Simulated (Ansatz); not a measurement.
# Si3H8: molecular dynamics (part 4 of 4)

Si3H8; RKS B3LYP-D4/6-31G* (Ansatz 0.2.0). It belongs to a series of runs on one base structure; here: dynamics from the last frame of an earlier run.

Geometry of the input (Å):
```
Si 0.1340  -0.2565  0.1003
H  -0.0314  -0.6120  1.4923
Si 2.2313  0.2493  -0.7838
H  3.4042  -0.5891  -0.5217
H  2.0628  0.5009  -2.2466
H  2.5270  1.5047  -0.0000
H  -0.3900  1.0950  -0.1417
Si -1.2727  -1.8644  -0.7433
H  -2.4562  -1.8115  0.0973
H  -1.7840  -1.4708  -2.0377
H  -0.9611  -3.3126  -0.8218
```

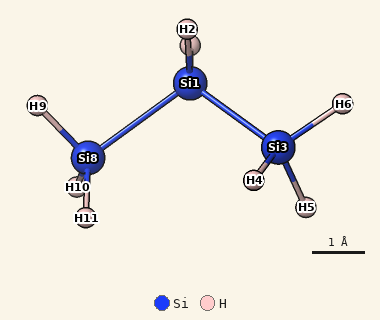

The geometry at step 128 of the log (ball-and-stick view, seen at a tilt; atoms are numbered from 1 in the order of the input).

Trajectory as extended XYZ, continued:
```
11
Properties=species:S:1:pos:R:3:forces:R:3 step=101 time_fs=50.5 energy=-23763.19740 temperature=377.8
Si    0.0555    0.0215    0.1271   -1.0454  -0.8976   0.2227
H     0.3021   -0.3999    1.5536   -0.0025   0.3235  -0.1292
Si    2.1696    0.1897   -0.8059    0.1660   0.1086  -0.7447
H     2.7061   -1.1555   -0.4759    0.2488  -0.0142  -0.0207
H     2.1621    0.3218   -2.3330    0.0098   0.0221   0.7460
H     3.0339    1.2579   -0.1961   -0.1608  -0.1914  -0.1413
H    -0.8299    1.2796    0.1348    0.3983  -0.7156  -0.0898
Si   -1.1585   -2.0250   -0.7619    0.0267   1.1007   0.0298
H    -2.2456   -2.4642    0.2078    0.6829  -0.1107  -0.1584
H    -1.9720   -1.4447   -1.8660    0.0607  -0.1495  -0.2408
H    -0.2960   -3.1481   -1.3496   -0.3846   0.5241   0.5264
11
Properties=species:S:1:pos:R:3:forces:R:3 step=105 time_fs=52.5 energy=-23763.18478 temperature=366.7
Si    0.0526    0.0304    0.1250   -1.0451  -1.0790   0.5518
H     0.3397   -0.3648    1.5781   -0.1436   0.3422  -0.5091
Si    2.1595    0.1816   -0.8067    0.1351  -0.4607  -0.3475
H     2.7030   -1.1954   -0.5136    0.0911   0.3901   0.0136
H     2.1742    0.3253   -2.2876   -0.0602   0.0711  -0.0070
H     2.9893    1.2564   -0.2240    0.1678   0.0535   0.1261
H    -0.8790    1.2528    0.1403    0.4871  -0.6331  -0.1135
Si   -1.1470   -2.0243   -0.7644   -0.9155   1.7624  -0.0730
H    -2.2017   -2.4348    0.2928    0.8476  -0.0663  -0.5919
H    -2.0062   -1.4452   -1.9231    0.5543  -0.5084   0.5919
H    -0.2981   -3.1196   -1.3408   -0.1185   0.1281   0.3586
11
Properties=species:S:1:pos:R:3:forces:R:3 step=109 time_fs=54.5 energy=-23763.12712 temperature=328.5
Si    0.0484    0.0375    0.1239   -0.8231  -1.4317   0.5722
H     0.3734   -0.3164    1.5839   -0.2316   0.2535  -0.5746
Si    2.1494    0.1733   -0.8072    0.0822  -0.8193   0.2022
H     2.7029   -1.2224   -0.5502   -0.0006   0.6134   0.0849
H     2.1861    0.3327   -2.2421   -0.1087   0.1369  -0.9068
H     2.9502    1.2596   -0.2493    0.4197   0.2410   0.3510
H    -0.9089    1.2044    0.1427    0.3130  -0.2359  -0.1379
Si   -1.1363   -2.0208   -0.7670   -1.3638   2.4025   0.0996
H    -2.1260   -2.4091    0.3550    0.6794  -0.1200  -0.7178
H    -2.0194   -1.4633   -1.9581    0.7076  -0.5933   0.9534
H    -0.3049   -3.0847   -1.3195    0.3257  -0.4471   0.0740
11
Properties=species:S:1:pos:R:3:forces:R:3 step=112 time_fs=56.0 energy=-23763.12777 temperature=328.0
Si    0.0446    0.0412    0.1231   -0.5725  -1.7299   0.3808
H     0.3940   -0.2740    1.5737   -0.2482   0.1331  -0.4079
Si    2.1418    0.1666   -0.8073    0.1173  -0.7026   0.2979
H     2.7034   -1.2284   -0.5768   -0.0033   0.5965   0.1586
H     2.1937    0.3429   -2.2285   -0.1364   0.1501  -1.1779
H     2.9302    1.2688   -0.2623    0.4552   0.2068   0.4102
H    -0.9234    1.1631    0.1410    0.0569   0.1787  -0.1559
Si   -1.1294   -2.0163   -0.7683   -1.2215   2.6585   0.1788
H    -2.0513   -2.3900    0.3832    0.3519  -0.2297  -0.5565
H    -2.0135   -1.4895   -1.9615    0.6256  -0.5197   0.9499
H    -0.3022   -3.0660   -1.3030    0.5749  -0.7416  -0.0780
11
Properties=species:S:1:pos:R:3:forces:R:3 step=116 time_fs=58.0 energy=-23763.19447 temperature=368.9
Si    0.0394    0.0436    0.1227   -0.3234  -1.9642  -0.0753
H     0.4114   -0.2151    1.5493   -0.2026  -0.0552   0.0307
Si    2.1316    0.1567   -0.8069    0.2513   0.0596  -0.2145
H     2.7026   -1.2154   -0.6087    0.1049   0.2769   0.2684
H     2.1981    0.3619   -2.2448   -0.1792   0.0778  -0.7473
H     2.9165    1.2860   -0.2651    0.3072  -0.0729   0.3271
H    -0.9428    1.1162    0.1334   -0.2538   0.6412  -0.1829
Si   -1.1215   -2.0067   -0.7699   -0.2605   2.3321   0.2090
H    -1.9418   -2.3719    0.4074   -0.2002  -0.4094  -0.1067
H    -1.9876   -1.5357   -1.9359    0.2229  -0.2644   0.5437
H    -0.2817   -3.0644   -1.2850    0.5333  -0.6215  -0.0523
11
Properties=species:S:1:pos:R:3:forces:R:3 step=120 time_fs=60.0 energy=-23763.18448 temperature=355.7
Si    0.0337    0.0429    0.1225   -0.4406  -1.7502  -0.6061
H     0.4193   -0.1555    1.5241   -0.1168  -0.2253   0.5585
Si    2.1212    0.1468   -0.8066    0.4096   1.0933  -0.9955
H     2.7036   -1.1919   -0.6302    0.2739  -0.2016   0.3495
H     2.1964    0.3833   -2.2838   -0.2226  -0.0622   0.0608
H     2.9145    1.3003   -0.2567    0.0734  -0.4207   0.1658
H    -0.9720    1.0934    0.1187   -0.2290   0.6903  -0.2117
Si   -1.1141   -1.9937   -0.7714    1.2284   1.3141   0.5845
H    -1.8434   -2.3663    0.4307   -0.5974  -0.5296   0.2700
H    -1.9549   -1.5907   -1.8911   -0.5144   0.1284  -0.3269
H    -0.2427   -3.0849   -1.2702    0.1356  -0.0366   0.1512
11
Properties=species:S:1:pos:R:3:forces:R:3 step=124 time_fs=62.0 energy=-23763.09116 temperature=296.1
Si    0.0272    0.0401    0.1218   -0.7526  -1.2624  -0.7727
H     0.4199   -0.1044    1.5205   -0.1171  -0.3013   0.6963
Si    2.1109    0.1381   -0.8077    0.5784   1.7758  -1.5542
H     2.7144   -1.1752   -0.6385    0.3516  -0.4930   0.3591
H     2.1898    0.4041   -2.3231   -0.2481  -0.2004   0.7122
H     2.9162    1.3009   -0.2426   -0.1071  -0.6283   0.0319
H    -1.0060    1.0944    0.0967    0.0905   0.4048  -0.2206
Si   -1.1053   -1.9787   -0.7730    2.1992   0.2750   1.3815
H    -1.7690   -2.3776    0.4662   -0.6285  -0.4674   0.1491
H    -1.9421   -1.6422   -1.8594   -1.1405   0.3952  -1.0647
H    -0.2014   -3.1066   -1.2526   -0.2258   0.5019   0.2821
11
Properties=species:S:1:pos:R:3:forces:R:3 step=128 time_fs=64.0 energy=-23763.12237 temperature=317.6
Si    0.0198    0.0352    0.1197   -0.9990  -0.7048  -0.4510
H     0.4143   -0.0647    1.5421   -0.2367  -0.3085   0.3225
Si    2.1009    0.1318   -0.8109    0.7859   1.6694  -1.6743
H     2.7376   -1.1754   -0.6335    0.2096  -0.3446   0.2838
H     2.1771    0.4162   -2.3403   -0.2430  -0.2688   0.9434
H     2.9134    1.2802   -0.2278   -0.1460  -0.5791  -0.0098
H    -1.0349    1.1115    0.0674    0.4809   0.0144  -0.1977
Si   -1.0932   -1.9634   -0.7729    1.8213  -0.2326   1.5632
H    -1.7185   -2.4045    0.5076   -0.4484  -0.2569  -0.3229
H    -1.9696   -1.6796   -1.8663   -0.8817   0.2921  -0.7073
H    -0.1701   -3.1076   -1.2269   -0.3431   0.7195   0.2498
11
Properties=species:S:1:pos:R:3:forces:R:3 step=131 time_fs=65.5 energy=-23763.19541 temperature=380.4
Si    0.0133    0.0306    0.1179   -1.0308  -0.3479  -0.0572
H     0.4040   -0.0418    1.5684   -0.3473  -0.3062  -0.1049
Si    2.0941    0.1290   -0.8145    0.8935   1.1514  -1.4511
H     2.7599   -1.1829   -0.6236    0.0024  -0.0611   0.1910
H     2.1608    0.4158   -2.3306   -0.2132  -0.2468   0.7813
H     2.9087    1.2503   -0.2181   -0.0702  -0.3664   0.0330
H    -1.0452    1.1264    0.0419    0.6666  -0.1967  -0.1690
Si   -1.0816   -1.9524   -0.7716    0.8748  -0.3064   1.2674
H    -1.6923   -2.4334    0.5321   -0.3016  -0.0712  -0.6626
H    -2.0132   -1.6993   -1.8901   -0.2302   0.1163   0.0498
H    -0.1545   -3.0877   -1.2027   -0.2440   0.6350   0.1224
11
Properties=species:S:1:pos:R:3:forces:R:3 step=135 time_fs=67.5 energy=-23763.22229 temperature=387.0
Si    0.0032    0.0238    0.1153   -0.8758  -0.0268   0.3472
H     0.3797   -0.0226    1.5978   -0.4365  -0.3059  -0.5257
Si    2.0860    0.1273   -0.8205    0.8869   0.2279  -0.7261
H     2.7909   -1.1916   -0.6060   -0.2790   0.2873   0.0475
H     2.1303    0.4081   -2.2919   -0.1403  -0.1172   0.1074
H     2.9011    1.1993   -0.2022    0.1256   0.0594   0.1539
H    -1.0370    1.1408    0.0017    0.6957  -0.2816  -0.1256
Si   -1.0658   -1.9384   -0.7688   -0.3957  -0.2107   0.8714
H    -1.6647   -2.4769    0.5394   -0.2098   0.1143  -0.8372
H    -2.0755   -1.7201   -1.9178    0.5451  -0.0208   0.8295
H    -0.1383   -3.0408   -1.1670    0.0839   0.2741  -0.1423
11
Properties=species:S:1:pos:R:3:forces:R:3 step=139 time_fs=69.5 energy=-23763.19325 temperature=374.0
Si   -0.0075    0.0166    0.1134   -0.5901   0.1175   0.4447
H     0.3400   -0.0112    1.6059   -0.4158  -0.3098  -0.5832
Si    2.0785    0.1259   -0.8274    0.7791  -0.4833   0.3332
H     2.8104   -1.1898   -0.5875   -0.4334   0.4056  -0.0783
H     2.0933    0.3944   -2.2488   -0.0580   0.0884  -0.8527
H     2.8970    1.1508   -0.1782    0.2726   0.4060   0.2197
H    -1.0080    1.1441   -0.0434    0.5085  -0.1448  -0.1025
Si   -1.0501   -1.9251   -0.7645   -1.2957  -0.0249   0.5867
H    -1.6434   -2.5175    0.5131   -0.2378   0.1712  -0.6614
H    -2.1207   -1.7370   -1.9178    0.9682  -0.0422   1.1181
H    -0.1188   -2.9855   -1.1366    0.5025  -0.1836  -0.4244
11
Properties=species:S:1:pos:R:3:forces:R:3 step=142 time_fs=71.0 energy=-23763.21467 temperature=401.3
Si   -0.0163    0.0110    0.1125   -0.3196   0.1417   0.3632
H     0.2999   -0.0092    1.6003   -0.3467  -0.3028  -0.4371
Si    2.0736    0.1246   -0.8322    0.7157  -0.6220   0.9886
H     2.8127   -1.1790   -0.5757   -0.4242   0.3036  -0.1405
H     2.0656    0.3839   -2.2329   -0.0104   0.2091  -1.3243
H     2.8991    1.1237   -0.1522    0.2460   0.4802   0.1445
H    -0.9766    1.1431   -0.0792    0.2770   0.0625  -0.1055
Si   -1.0394   -1.9147   -0.7608   -1.5103  -0.0471   0.3931
H    -1.6334   -2.5436    0.4758   -0.3075   0.1171  -0.3522
H    -2.1329   -1.7505   -1.8915    1.0191   0.0018   1.0161
H    -0.0923   -2.9484   -1.1236    0.6609  -0.3439  -0.5458
11
Properties=species:S:1:pos:R:3:forces:R:3 step=146 time_fs=73.0 energy=-23763.33128 temperature=490.9
Si   -0.0284    0.0038    0.1115    0.0322   0.1307   0.0836
H     0.2317   -0.0160    1.5825   -0.2065  -0.2682  -0.0306
Si    2.0677    0.1221   -0.8370    0.6489  -0.1892   0.9855
H     2.8006   -1.1546   -0.5653   -0.2470  -0.0637  -0.1724
H     2.0287    0.3770   -2.2541    0.0516   0.1892  -0.9376
H     2.9105    1.1011   -0.1114    0.0288   0.3502  -0.1211
H    -0.9262    1.1439   -0.1323   -0.0623   0.3885  -0.1304
Si   -1.0270   -1.9007   -0.7559   -1.0460  -0.4262   0.2258
H    -1.6308   -2.5762    0.4146   -0.3959  -0.0456   0.1475
H    -2.1197   -1.7671   -1.8270    0.7049   0.1153   0.4761
H    -0.0358   -2.9073   -1.1236    0.4912  -0.1811  -0.5263
11
Properties=species:S:1:pos:R:3:forces:R:3 step=150 time_fs=75.0 energy=-23763.35298 temperature=508.8
Si   -0.0400   -0.0031    0.1106    0.1954   0.3426  -0.2894
H     0.1556   -0.0328    1.5638   -0.0739  -0.1991   0.4432
Si    2.0629    0.1187   -0.8400    0.4974   0.5199   0.2906
H     2.7788   -1.1322   -0.5608    0.0297  -0.5300  -0.1597
H     1.9956    0.3777   -2.3102    0.1309   0.0376   0.1370
H     2.9211    1.0906   -0.0755   -0.2096   0.1601  -0.4058
H    -0.8767    1.1598   -0.1928   -0.2064   0.4695  -0.1055
Si   -1.0164   -1.8871   -0.7505    0.1734  -1.1359   0.4176
H    -1.6440   -2.6110    0.3536   -0.3729  -0.2007   0.5284
H    -2.0835   -1.7783   -1.7450   -0.1115   0.2768  -0.5315
H     0.0408   -2.8727   -1.1459   -0.0526   0.2593  -0.3247
```
